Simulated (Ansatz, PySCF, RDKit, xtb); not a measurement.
# Solving CH4AlO+, step by step

Only the formula CH4AlO+ is given (charge +1). Aim: find the structure of lowest free energy at 298.15 K, then its properties.

The funnel: GFN2-xTB relaxations, single points with a density functional, relaxations at r2SCAN-D4/def2-TZVP, harmonic vibrations, and a last energy at a higher level. All values are calculated.

7 further runs of the same task are left out: 7 set aside as unsound or not needed.

### 1 Candidates

All bonding patterns within simple valence rules are listed by program: one Lewis structure each, at most two rings and one unusual centre or charged pair. O–O, O–halogen and N–halogen bonds and N–N–N chains are not drawn. That gives 11 candidates.

| label | SMILES | spin |
| --- | --- | --- |
| c200 | [CH3][Al+][OH] | singlet |
| c317 | [OH2+][CH2][Al] | triplet |
| c458 | [CH2+][O][AlH2] | singlet |
| c510 | C[OH+][Al] | triplet |
| c660 | [CH2]1[OH+][AlH]1 | singlet |
| c671 | C[O][AlH+] | singlet |
| c684 | C[OH+][Al] | singlet |
| c838 | O[CH+][AlH2] | singlet |
| c858 | O[CH2][AlH+] | singlet |
| c958 | [CH2+][AlH][OH] | singlet |
| c987 | [OH2+][CH2][Al] | singlet |

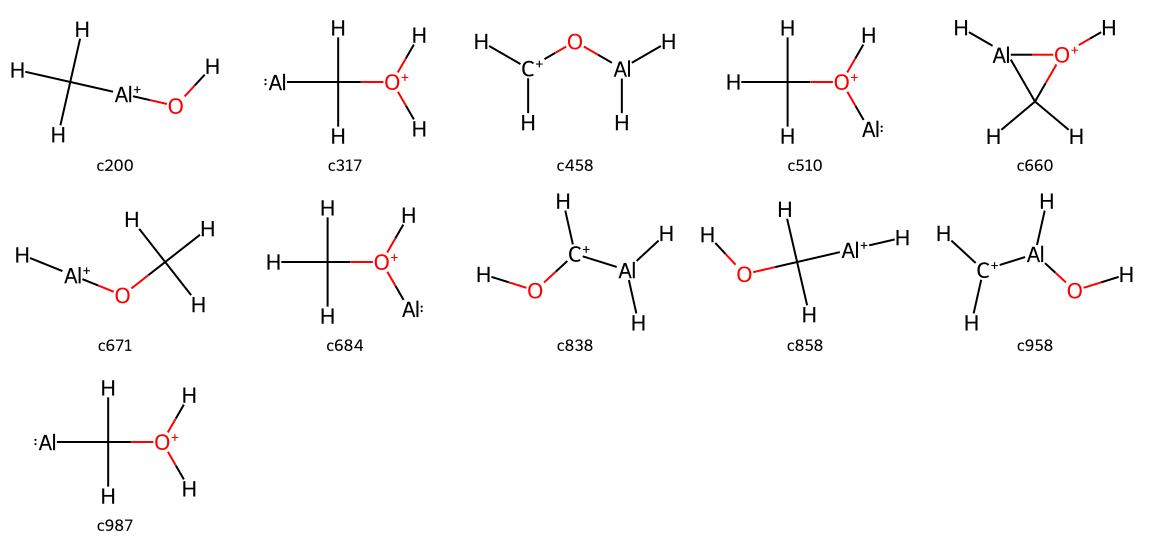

Structural formulas of the candidates.

Candidates are built by distance geometry, with a force field where one applies, in up to four conformers (letters a to d). 10 starts with atoms placed at random are added, to find patterns that the rules miss.

### 2 Cheap relaxation of all starts

All 21 starts are relaxed the same way. One of them, c041 (atoms placed at random), in full:

Input file start.xyz:

```xyz
7
c041
C      0.522430    -0.481630     0.653670
Al    -1.027080     0.237850    -0.515840
O     -0.309910     2.268050     0.377070
H     -1.697980     0.906350     1.139120
H      0.740280     0.933650    -1.571820
H     -0.081250    -1.515620    -0.740260
H     -0.386220     1.405280     1.111270
```

Launch:

```sh
$ xtb start.xyz --gfn 2 --opt --chrg 1
```

Standard output, shortened:

```text
* xtb version 6.7.1
[...]
          :  # basis functions                  22          :
[...]
          :  # electrons                        16          :
[...]
          :  Hamiltonian                  GFN2-xTB          :
[...]
          :  net charge                          1          :
          :  unpaired electrons                  0          :
[...]
   *** convergence criteria satisfied after 27 iterations ***
[...]
   *** GEOMETRY OPTIMIZATION CONVERGED AFTER 51 ITERATIONS ***
[...]
   *** convergence criteria satisfied after 3 iterations ***
[...]
         ::                     SUMMARY                     ::
         :::::::::::::::::::::::::::::::::::::::::::::::::::::
         :: total energy              -8.923816382958 Eh    ::
         :: gradient norm              0.000081051490 Eh/a0 ::
         :: HOMO-LUMO gap              4.071777782899 eV    ::
         ::.................................................::
         :: SCC energy                -9.022818572071 Eh    ::
         :: -> isotropic ES            0.133980604422 Eh    ::
         :: -> anisotropic ES         -0.020161496000 Eh    ::
         :: -> anisotropic XC         -0.013283733878 Eh    ::
         :: -> dispersion             -0.001760910205 Eh    ::
         :: repulsion energy           0.099002189113 Eh    ::
         :: add. restraining           0.000000000000 Eh    ::
         :: total charge               1.000000000000 e     ::
         :::::::::::::::::::::::::::::::::::::::::::::::::::::
[...]
         8        2.0000           -0.6569773             -17.8773 (HOMO)
         9                         -0.5073422             -13.8055 (LUMO)
[...]
     #   Z          covCN         q      C6AA      α(0)
     1   6          3.610    -0.178    24.572     7.158
     2  13          1.576     0.524   187.329    33.625
     3   8          1.541    -0.325    19.534     5.962
     4   1          0.924     0.189     1.155     1.681
     5   1          0.924     0.189     1.155     1.681
     6   1          0.924     0.189     1.155     1.681
     7   1          0.806     0.412     0.463     1.069
[...]
     #   Z sym  total        # sym  WBO       # sym  WBO       # sym  WBO
 ---------------------------------------------------------------------------
     1   6      3.982 --     2      1.298     6      0.869     4      0.869
                             5      0.869
     2  13      3.308 --     3      1.695     1      1.298
     3   8      2.546 --     2      1.695     7      0.775
     4   1      0.964 --     1      0.869
     5   1      0.964 --     1      0.869
     6   1      0.964 --     1      0.869
     7   1      0.831 --     3      0.775
 ---------------------------------------------------------------------------
[...]
molecular dipole:
                 x           y           z       tot (Debye)
 q only:       -0.576       1.409       0.357
   full:       -0.573       1.451       0.381       4.082
molecular quadrupole (traceless):
[...]
          | TOTAL ENERGY               -8.923816382958 Eh   |
          | GRADIENT NORM               0.000081051490 Eh/α |
          | HOMO-LUMO GAP               4.071777782899 eV   |
           -------------------------------------------------
[...]
```

Wall time 0.14 s (2 threads of Arm Neoverse V1, shared host).

### 3 The minima found

21 of the 21 relaxations converged; 7 ended on a minimum already found. 14 distinct structures remain:

| label | start | SMILES after | spin | energy (kcal/mol) | note |
| --- | --- | --- | --- | --- | --- |
| c041 | random and drawn | [CH3][Al][OH] ‡ | singlet | 0.0 |  |
| c671a | drawn | [CH3][O][AlH] ‡ | singlet | 24.4 |  |
| c684a | drawn | C[OH+][Al] | singlet | 46.3 |  |
| c458a | drawn | [CH2+][O][AlH2] | singlet | 46.4 |  |
| c858a | drawn | [CH2]1[OH+][AlH]1 | singlet | 53.3 | bonds changed |
| c254 | random | [CH2][Al][OH2] ‡ | singlet | 78.9 |  |
| c726 | random and drawn | O[CH+][AlH2] | singlet | 89.9 |  |
| c728 | random | O[CH+][AlH2] | singlet | 90.2 |  |
| c317a | drawn | [CH2][Al][OH2] ‡ | triplet | 103.5 | bonds changed |
| c068 | random | [H][H][AlH2]1[C][O]1 ‡ | singlet | 109.4 |  |
| c430 | random | [CH][OH][AlH2] ‡ | singlet | 111.6 |  |
| c987a | drawn | [OH2+][CH2][Al] | singlet | 111.7 |  |
| c337 | random | [CH][AlH][OH2] ‡ | singlet | 120.0 |  |
| c510a | drawn | C[OH+][Al] | triplet | 138.2 |  |

‡ marks the bonded skeleton alone, with all bonds drawn single: no Lewis structure was assigned that passes a check against the bond lengths.

GFN2-xTB has no spin polarisation, so it can't rank spin states and is rough for open shells.

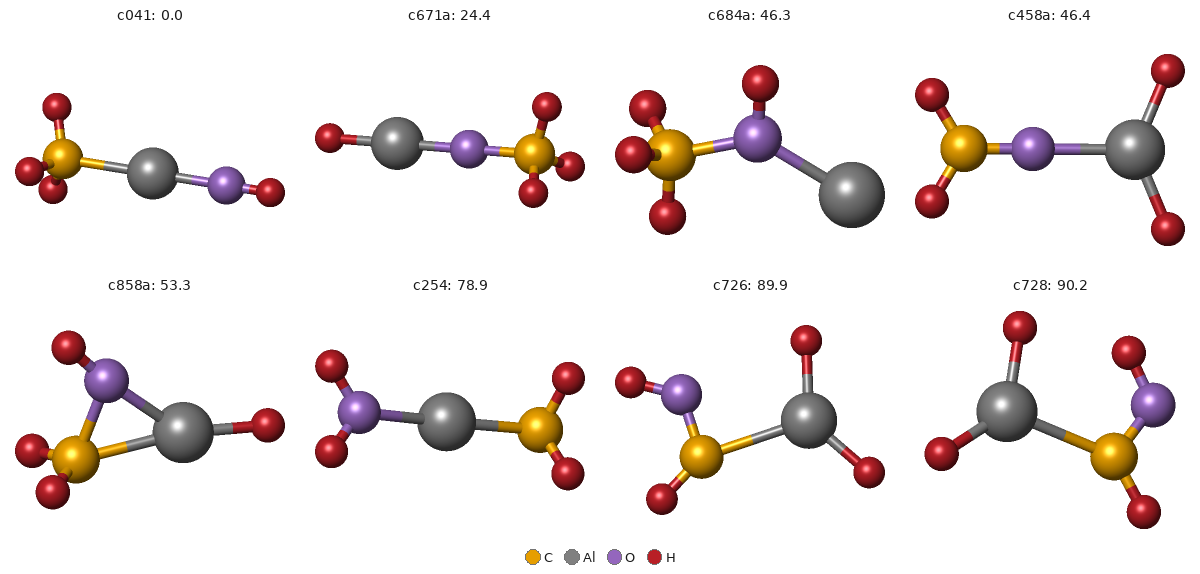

The 8 lowest minima that did not fall apart, with their GFN2-xTB energies in kcal/mol.

### 4 Single points on the low minima

A choice of the minima (the low ones first, few conformers of a pattern, up to a cap) and the lowest that fell apart get a single point at r2SCAN-D4/def2-SVP on the tight-binding geometry, and one at HF/STO-3G for comparison. The lowest singlets are also tried as triplets at the same geometry (label ending in t). The first, c041:

Input file input.yaml:

```yaml
crystal:
  periodic: [false, false, false]
  atoms:
    - {symbol: C, position_ang: [-0.399465, -0.566787, -0.588258]}
    - {symbol: Al, position_ang: [-0.278118, 1.120084, 0.410175]}
    - {symbol: O, position_ang: [-0.178270, 2.502250, 1.228510]}
    - {symbol: H, position_ang: [-1.450767, -0.876719, -0.645123]}
    - {symbol: H, position_ang: [-0.001069, -0.415733, -1.599716]}
    - {symbol: H, position_ang: [0.186946, -1.335314, -0.068755]}
    - {symbol: H, position_ang: [-0.118986, 3.326149, 1.716377]}
basis:
  gaussian: {orbitals: def2-SVP}
total_charge: 1
hamiltonian: {xc: {name: r2SCAN}, dispersion: d4}
scf: {lower_state_search: "off"}
```

Launch:

```sh
$ ansatz run input.yaml --threads 2 --pin off --max-ram 4350MiB --events-out events.jsonl --progress --plain --runs-dir runs
```

Standard output, shortened:

```text
Warning: RAYON_NUM_THREADS=2 ignored (pool sized by the plan → 2); use --threads N
Functional definition: r2SCAN
  name "r2SCAN"
[...]
726 factors; their error is unknown
[...]
mean field -9733.07896444 eV, -357.6840546255 hartree, gradient 3.0e-6 eV, S^2 0.000000; 0 other end points of the search recorded, 0 dependent functions left out
reference -9733.07897499 eV, -357.6840550130 hartree; 15, 15 occupied and 51, 51 virtual orbitals, 726 factors
Total energy: -9733.09648563 eV, -357.6846985173 hartree
Checks for a lower state left out: stability, starts, cluster_reference, orbital_swaps, neighbouring_geometries, increment
```

Run time: 0.95 s. Hardware: 2 threads of Arm Neoverse V1, shared host.

Relative energies in kcal/mol, each column from its lowest structure that stays in one piece:

| label | SMILES | spin | GFN2-xTB | HF/STO-3G | r2SCAN-D4/def2-SVP |
| --- | --- | --- | --- | --- | --- |
| c041 | [CH3][Al][OH] ‡ | singlet | 0.0 | 14.0 | 0.0 |
| c684a | C[OH+][Al] | singlet | 46.3 | 0.0 | 27.2 |
| c671a | [CH3][O][AlH] ‡ | singlet | 24.4 | 26.1 | 28.7 |
| c458a | [CH2+][O][AlH2] | singlet | 46.4 | 37.2 | 46.3 |
| c684at | C[OH+][Al] | triplet | – | – | 87.0 |
| c041t | [CH3][Al][OH] ‡ | triplet | – | – | 126.1 |
| c671at | [CH3][O][AlH] ‡ | triplet | – | – | 153.9 |

‡ marks the bonded skeleton alone, with all bonds drawn single: no Lewis structure was assigned that passes a check against the bond lengths.

### 5 Refinement at r2SCAN-D4/def2-TZVP

3 candidates are relaxed at r2SCAN-D4/def2-TZVP (chosen among the lowest in one piece). The first, c041:

Edit input.yaml of step 4 so:

```diff
@@ -11,5 +11,11 @@
 basis:
-  gaussian: {orbitals: def2-SVP}
+  gaussian:
+    orbitals: def2-TZVP
 total_charge: 1
-hamiltonian: {xc: {name: r2SCAN}, dispersion: d4}
-scf: {lower_state_search: "off"}
+hamiltonian:
+  xc: {name: r2SCAN}
+  dispersion: d4
+scf:
+  lower_state_search: "off"
+relax:
+  f_tol: 0.003
```

Launch:

```sh
$ ansatz run input.yaml --threads 2 --pin off --max-ram 4350MiB --events-out events.jsonl --progress --plain --runs-dir runs
```

Standard output, shortened:

```text
Warning: RAYON_NUM_THREADS=2 ignored (pool sized by the plan → 2); use --threads N
[...]
Functional definition: r2SCAN
  name "r2SCAN"
[...]
766 factors; their error is unknown
[...]
mean field -9739.17521161 eV, -357.9080875765 hartree, gradient 3.3e-6 eV, S^2 0.000000; 0 other end points of the search recorded, 0 dependent functions left out
[...]
reference -9739.17522386 eV, -357.9080880270 hartree; 15, 15 occupied and 108, 108 virtual orbitals, 766 factors
relax step   1: F+E_penalty+E_count = -9739.19272225 eV  Δ(F+E_penalty+E_count) = +0.000e0 eV  max|allowed force component| = 5.037e-1 eV/Å  Δτ_max = 0.0000 Å  (17 SCF iters, accepted)
[...]
relax step   4: F+E_penalty+E_count = -9739.22518336 eV  Δ(F+E_penalty+E_count) = -2.588e-3 eV  max|allowed force component| = 1.140e-2 eV/Å  Δτ_max = 0.0098 Å  (20 SCF iters, accepted)
[...]
relax step   5: F+E_penalty+E_count = -9739.22519764 eV  Δ(F+E_penalty+E_count) = -1.428e-5 eV  max|allowed force component| = 1.482e-3 eV/Å  Δτ_max = 0.0009 Å  (21 SCF iters, accepted)
Total energy: -9739.22520987 eV, -357.9099249789 hartree
Atom 0 at    -0.397366    -0.538471    -0.571470 Å, force    -0.000059    -0.000598    -0.000370 eV/Å
Atom 1 at    -0.279870     1.093734     0.394710 Å, force     0.000134     0.001050     0.000651 eV/Å
Atom 2 at    -0.180725     2.468505     1.208536 Å, force    -0.000122    -0.001022    -0.000607 eV/Å
Atom 3 at    -1.442018    -0.853353    -0.632268 Å, force     0.001482     0.000193    -0.000069 eV/Å
Atom 4 at    -0.002384    -0.395766    -1.580317 Å, force    -0.000590    -0.000472     0.001298 eV/Å
Atom 5 at     0.184454    -1.309175    -0.059952 Å, force    -0.000856     0.000839    -0.000897 eV/Å
Atom 6 at    -0.121820     3.288456     1.693971 Å, force     0.000012     0.000009    -0.000007 eV/Å
Dipole moment:    -0.002533    -0.033318    -0.019718 e Å
Checks for a lower state left out: stability, starts, cluster_reference, orbital_swaps, neighbouring_geometries, increment
```

Run time: 8.1 s. Hardware: 2 threads of Arm Neoverse V1, shared host.

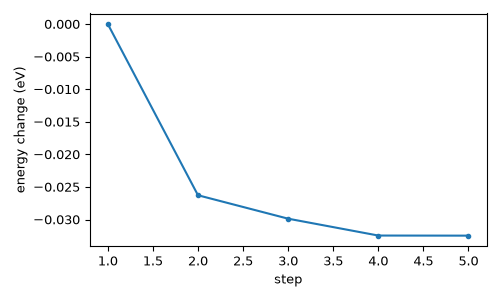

Energy along the run, all evaluated steps.

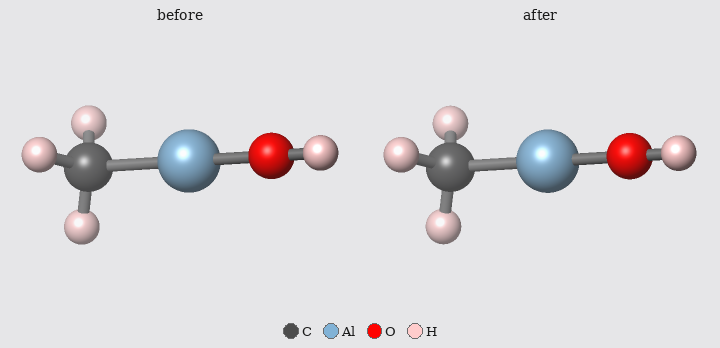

Before and after, at one scale.

After the run. Bond lengths: C1–Al2 1.900 Å, Al2–O3 1.601 Å, C1–H4 1.093 Å, C1–H5 1.093 Å, C1–H6 1.093 Å, O3–H7 0.955 Å. Angles: C1–Al2–O3 180.0°, Al2–C1–H4 109.6°, Al2–C1–H5 109.6°, Al2–C1–H6 109.6°, Al2–O3–H7 180.0°, H4–C1–H5 109.4°, H4–C1–H6 109.4°, H5–C1–H6 109.4°.

### 6 After refinement

| label | spin | r2SCAN-D4/def2-SVP (kcal/mol) | r2SCAN-D4/def2-TZVP, relaxed (kcal/mol) | time |
| --- | --- | --- | --- | --- |
| c041 | singlet | 0.0 | 0.0 | 8.1 s |
| c684a | singlet | 27.2 | 25.8 | 15 s |
| c671a | singlet | 28.7 | 30.1 | 10 s |

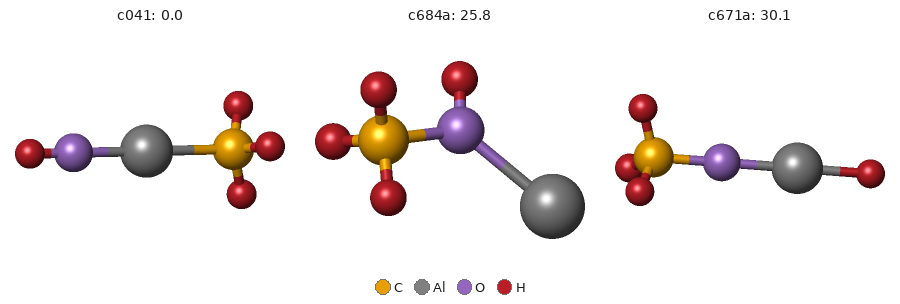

The relaxed structures, with energies at r2SCAN-D4/def2-TZVP in kcal/mol.

### 7 Harmonic analysis of the finalists

The lowest few in one piece go on as finalists. Harmonic vibrations at r2SCAN-D4/def2-TZVP test each finalist and give the zero-point energy and the thermal terms. The first, c041:

Input file input.yaml:

```yaml
crystal:
  periodic: [false, false, false]
  atoms:
    - {symbol: C, position_ang: [-0.397366, -0.538471, -0.571470]}
    - {symbol: Al, position_ang: [-0.279870, 1.093734, 0.394710]}
    - {symbol: O, position_ang: [-0.180725, 2.468505, 1.208536]}
    - {symbol: H, position_ang: [-1.442018, -0.853353, -0.632268]}
    - {symbol: H, position_ang: [-0.002384, -0.395766, -1.580317]}
    - {symbol: H, position_ang: [0.184454, -1.309175, -0.059952]}
    - {symbol: H, position_ang: [-0.121820, 3.288456, 1.693971]}
basis:
  gaussian:
    orbitals: def2-TZVP
total_charge: 1
hamiltonian:
  xc: r2scan
  dispersion: d4
scf:
  lower_state_search: "off"
phonons: {}
```

Launch:

```sh
$ ansatz run input.yaml --threads 2 --pin off --max-ram 4350MiB --events-out events.jsonl --progress --plain --runs-dir runs
```

Standard output, shortened:

```text
Warning: RAYON_NUM_THREADS=2 ignored (pool sized by the plan → 2); use --threads N
Functional definition: r2SCAN
  name "r2SCAN"
[...]
766 factors; their error is unknown
[...]
mean field -9739.20756459 eV, -357.9092765269 hartree, gradient 3.1e-6 eV, S^2 0.000000; 0 other end points of the search recorded, 0 dependent functions left out
[...]
reference -9739.20757682 eV, -357.9092769763 hartree; 15, 15 occupied and 108, 108 virtual orbitals, 766 factors
[...]
766 factors; their error is unknown
mean field -9739.20741464 eV, -357.9092710162 hartree, gradient 3.8e-6 eV, S^2 0.000000; 0 other end points of the search recorded, 0 dependent functions left out
[...]
reference -9739.20742687 eV, -357.9092714656 hartree; 15, 15 occupied and 108, 108 virtual orbitals, 766 factors
[...]
766 factors; their error is unknown
[...]
Total energy: -9739.22520987 eV, -357.9099249789 hartree
Atom 0 at    -0.397366    -0.538471    -0.571470 Å, force    -0.000056    -0.000604    -0.000357 eV/Å
Atom 1 at    -0.279870     1.093734     0.394710 Å, force     0.000138     0.001079     0.000668 eV/Å
Atom 2 at    -0.180725     2.468505     1.208536 Å, force    -0.000126    -0.001074    -0.000638 eV/Å
Atom 3 at    -1.442018    -0.853353    -0.632268 Å, force     0.001472     0.000188    -0.000068 eV/Å
Atom 4 at    -0.002384    -0.395766    -1.580317 Å, force    -0.000583    -0.000467     0.001282 eV/Å
Atom 5 at     0.184454    -1.309175    -0.059952 Å, force    -0.000858     0.000841    -0.000896 eV/Å
Atom 6 at    -0.121820     3.288456     1.693971 Å, force     0.000014     0.000036     0.000009 eV/Å
Dipole moment:    -0.002533    -0.033319    -0.019719 e Å
Vibrations: 125.91 126.04 214.30 214.70 607.62 727.23 727.28 1103.42 1213.54 1414.40 1414.42 3037.17 3136.46 3136.49 3961.08 cm⁻¹, zero-point energy 1.311757 eV
Checks for a lower state left out: stability, starts, cluster_reference, orbital_swaps, neighbouring_geometries, increment
```

It took 60 s on 2 threads of Arm Neoverse V1, shared host.

### 8 Thermal terms of the finalists

At 298.15 K and 1 atm, ideal gas, rigid rotor and harmonic oscillator:

| label | SMILES | spin | point group | lowest mode (cm⁻¹) | zero-point (kcal/mol) | G − E (kcal/mol) |
| --- | --- | --- | --- | --- | --- | --- |
| c041 | [CH3][Al][OH] ‡ | singlet | C3v | 126 | 30.2 | 13.8 |
| c684a | C[OH+][Al] | singlet | Cs | 122 | 33.1 | 16.0 |
| c671a | [CH3][O][AlH] ‡ | singlet | C3v | 144 | 30.5 | 14.5 |

‡ marks the bonded skeleton alone, with all bonds drawn single: no Lewis structure was assigned that passes a check against the bond lengths.

### 9 Last filter: a higher level

Each finalist gets a single point at CCSD(T)/def2-TZVPP.

c041, CCSD(T)/def2-TZVPP:

Edit input.yaml of step 7 so:

```diff
@@ -11,10 +11,4 @@
 basis:
-  gaussian:
-    orbitals: def2-TZVP
+  gaussian: {orbitals: def2-TZVPP}
 total_charge: 1
-hamiltonian:
-  xc: r2scan
-  dispersion: d4
-scf:
-  lower_state_search: "off"
-phonons: {}
+correlation: {method: ccsd_t, frozen_orbitals: {H: 0, Al: 5, O: 1, C: 1}}
```

Launch:

```sh
$ ansatz run input.yaml --threads 2 --pin off --max-ram 4350MiB --events-out events.jsonl --progress --plain --runs-dir runs
```

Standard output, shortened:

```text
Warning: RAYON_NUM_THREADS=2 ignored (pool sized by the plan → 2); use --threads N
Functional definition: HF
  name "HF"
[...]
948 factors; integrals over basis functions are off by at most 1.1e-3 eV
[...]
mean field -9710.12760255 eV, -356.8406076327 hartree, gradient 1.4e-6 eV, S^2 0.000000; 0 other end points of the search recorded, 0 dependent functions left out
7 core orbitals not correlated: weight in the atoms' cores, before any rotation towards them, 1.000 or more for the frozen orbitals, at most 0.000 for the correlated occupied ones
reference -9710.12760255 eV, -356.8406076327 hartree; 8, 8 occupied and 145, 145 virtual orbitals, 948 factors
second order -12.84781047 eV of doubles, -0.00000000 eV of singles
cycle   1  -13.04914397 eV  change   -2.0e-1 eV  update   7.4e-2
[...]
cycle   9  -13.39097548 eV  change   -1.1e-5 eV  update   1.1e-5
perturbative correction -0.46882985 eV, -0.0172291793 hartree
Total energy: -9723.98740788 eV, -357.3499460842 hartree
```

It took 13 s on 2 threads of Arm Neoverse V1, shared host; peak memory 1.1 GiB.

### 10 c684a at CCSD(T)/def2-TZVPP

Input file input.yaml:

```yaml
basis:
  gaussian: {orbitals: def2-TZVPP}
crystal:
  periodic: [false, false, false]
  atoms:
    - {symbol: C, position_ang: [0.941442, 1.662784, 1.544816]}
    - {symbol: Al, position_ang: [1.637481, -0.692193, -0.320316]}
    - {symbol: O, position_ang: [1.819401, 0.513557, 1.210663]}
    - {symbol: H, position_ang: [0.491449, 1.477643, 2.516723]}
    - {symbol: H, position_ang: [1.543702, 2.567505, 1.533150]}
    - {symbol: H, position_ang: [0.178696, 1.700103, 0.770171]}
    - {symbol: H, position_ang: [2.524549, 0.431655, 1.874439]}
total_charge: 1
correlation: {method: ccsd_t, frozen_orbitals: {H: 0, Al: 5, O: 1, C: 1}}
```

Launch:

```sh
$ ansatz run input.yaml --threads 2 --pin off --max-ram 4350MiB --events-out events.jsonl --progress --plain --runs-dir runs
```

Standard output, shortened:

```text
Warning: RAYON_NUM_THREADS=2 ignored (pool sized by the plan → 2); use --threads N
Functional definition: HF
  name "HF"
[...]
954 factors; integrals over basis functions are off by at most 9.2e-4 eV
[...]
mean field -9709.37398497 eV, -356.8129126975 hartree, gradient 2.1e-6 eV, S^2 0.000000; 0 other end points of the search recorded, 0 dependent functions left out
7 core orbitals not correlated: weight in the atoms' cores, before any rotation towards them, 1.000 or more for the frozen orbitals, at most 0.000 for the correlated occupied ones
reference -9709.37398497 eV, -356.8129126975 hartree; 8, 8 occupied and 145, 145 virtual orbitals, 954 factors
second order -12.55648780 eV of doubles, -0.00000000 eV of singles
cycle   1  -12.90611697 eV  change   -3.5e-1 eV  update   8.4e-2
[...]
cycle   9  -13.35193054 eV  change   -1.2e-5 eV  update   1.2e-5
perturbative correction -0.44491984 eV, -0.0163505025 hartree
Total energy: -9723.17083535 eV, -357.3199375971 hartree
```

Run time: 13 s. Hardware: 2 threads of Arm Neoverse V1, shared host; peak memory 1.1 GiB.

[end of part 1 of 2]
